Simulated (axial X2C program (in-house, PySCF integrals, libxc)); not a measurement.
# Linear ClTiCl at several levels

How do method and spin–orbit coupling move the bonds and stretches of ClTiCl, held linear?

Program: an in-house X2C program for linear molecules on PySCF integrals. Level of theory: all-electron X2C, two-component (2c) or spin-free, Cl dyall-av3z, Ti dyall-v3z. These are calculated values, not measurements.

All values are calculated.

2 further runs of the same task are left out: 2 set aside as unsound or not needed.

## 1. Input

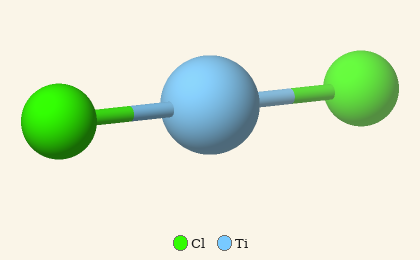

The atoms on one line, bonds 2.350 and 2.350 Å (chlorine green, titanium blue).

File task.json:

```json
{
 "zs": [
  17,
  22,
  17
 ],
 "q": 0,
 "bas": [
  "dyall-av3z",
  "dyall-v3z",
  "dyall-av3z"
 ],
 "r0": [
  2.35,
  2.35
 ],
 "symm": 1,
 "scan": [
  "PBE0",
  "HF",
  "r2SCAN"
 ],
 "levels": [
  "PBE0",
  "HF",
  "r2SCAN"
 ],
 "nst": 2
}
```

Keys: zs atomic numbers; q charge; bas basis sets; r0 starting distance in Å; symm equal bonds; scan levels of the two-bond scan (MP2 follows by itself at each HF point); levels methods; nst determinants followed.

Started as:

```console
python solin.py task.json out
```

Masses Cl 34.969, Ti 47.948, Cl 34.969 u.

## 2. Scan at PBE0, 2c

State: Ω = 1 (beyond evenly filled blocks: ω = -1/2, ω = 3/2). Energies above the lowest point, from the job's result record:

```csv
r(Cl–Ti) (Å),r(Ti–Cl) (Å),E (meV)
2.1820,2.1820,47.55
2.1820,2.2380,21.98
2.1820,2.2939,38.50
2.2380,2.1820,21.98
2.2380,2.2380,0.00
2.2380,2.2939,19.76
2.2380,2.3499,72.56
2.2939,2.1820,38.50
2.2939,2.2380,19.76
2.2939,2.2939,42.43
2.3499,2.2380,72.56
2.3499,2.3499,155.63
```

A quadratic surface with cubic terms in each bond gives the minimum at 2.238 and 2.238 Å, force constants 2.13, 2.13 and coupling 0.15 mdyn/Å.

## 3. Scan at HF, 2c

State: Ω = 1 (beyond evenly filled blocks: ω = -1/2, ω = 3/2). Energies above the lowest point, from the job's result record:

```csv
r(Cl–Ti) (Å),r(Ti–Cl) (Å),E (meV)
2.1820,2.1820,260.51
2.1820,2.2380,168.56
2.1820,2.2939,126.79
2.2380,2.1820,168.56
2.2380,2.2380,78.61
2.2380,2.2939,38.57
2.2380,2.3499,38.70
2.2939,2.1820,126.79
2.2939,2.2380,38.57
2.2939,2.2939,0.00
2.3499,2.2380,38.70
2.3499,2.3499,4.00
```

A quadratic surface with cubic terms in each bond gives the minimum at 2.318 and 2.318 Å, force constants 1.85, 1.85 and coupling 0.08 mdyn/Å.

## 4. Scan at r2SCAN, 2c

State: Ω = 1 (beyond evenly filled blocks: ω = -1/2, ω = 3/2). Energies above the lowest point, from the job's result record:

```csv
r(Cl–Ti) (Å),r(Ti–Cl) (Å),E (meV)
2.1820,2.1820,44.62
2.1820,2.2380,20.38
2.1820,2.2939,38.34
2.2380,2.1820,20.38
2.2380,2.2380,0.00
2.2380,2.2939,21.46
2.2380,2.3499,76.19
2.2939,2.1820,38.34
2.2939,2.2380,21.46
2.2939,2.2939,46.09
2.3499,2.2380,76.19
2.3499,2.3499,163.90
```

A quadratic surface with cubic terms in each bond gives the minimum at 2.236 and 2.236 Å, force constants 2.15, 2.15 and coupling 0.16 mdyn/Å.

## 5. Comparison

| level | r(Cl–Ti) (Å) | r(Ti–Cl) (Å) | lower stretch (cm⁻¹) | upper stretch (cm⁻¹) |
| --- | --- | --- | --- | --- |
| PBE0, 2c | 2.238 | 2.238 | 332.5 | 485.9 |
| HF, 2c | 2.318 | 2.318 | 305.6 | 459.6 |
| r2SCAN, 2c | 2.236 | 2.236 | 334.9 | 486.8 |
| MP2, 2c | 2.230 | 2.230 | 331.1 | 494.6 |
| PBE0, spin-free | 2.237 | 2.237 | 332.6 | 486.1 |
| HF, spin-free | 2.318 | 2.318 | 305.9 | 460.0 |
| r2SCAN, spin-free | 2.235 | 2.235 | 335.0 | 487.0 |
| MP2, spin-free | 2.230 | 2.230 | 331.3 | 494.8 |

Scans not shown above were run alike.

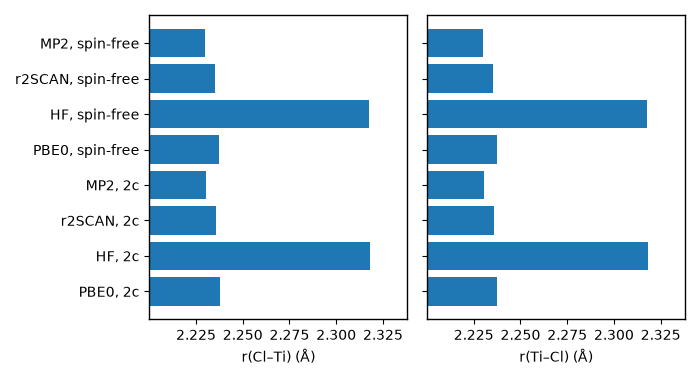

The two bond lengths by level.

**Reading.** Over the levels the Cl–Ti bond spans 2.230 to 2.318 Å and the Ti–Cl bond 2.230 to 2.318 Å. At PBE0 spin–orbit coupling leaves both bonds unchanged to 0.001 Å. Each state is one determinant, the lowest of a limited PBE0 search; the stretches come from a fit to few points and are good to some per cent at best. MP2 freezes inner shells (threshold -2 hartree). The molecule was held linear; bending was not examined, so a bent shape may lie lower. Open-shell Ω = 0 determinants with evenly filled partner blocks cannot be reached by this program, so the Ω shown need not be the lowest component. Note: functional without a current term on a determinant with orbital currents, of the molecule or an atom. Note: several unpaired electrons, one determinant need not be a pure state.
